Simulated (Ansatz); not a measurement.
BeSe: response to strain

Start from BeSe in the zinc blende structure (space group F-43m, No. 216).

```
CELL_PARAMETERS angstrom
      0.00000     2.54081     2.54081
      2.54081     0.00000     2.54081
      2.54081     2.54081     0.00000
ATOMIC_POSITIONS crystal
  Be 0.00000 0.00000 0.00000
  Se 0.25000 0.25000 0.25000
```

Strains are applied to the cell and any free atomic positions relax.

Computed with Kohn–Sham DFT with the LDA functional, run in Ansatz (a program for electronic structure) with PAW and 420 eV plane waves, no spin-orbit coupling.

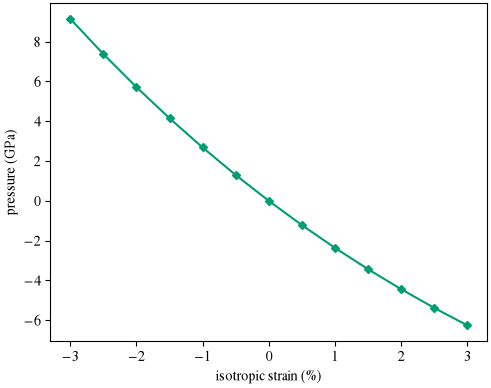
Figure. Pressure against isotropic strain

Q: From the plot, what is the pressure for isotropic strain +0.50 %?

A: About -1 GPa.

Q: Is the trend monotonic over the range shown?

A: Yes, it falls throughout, spanning -6.27 GPa to 9.15 GPa.

No phonon test of stability was made.
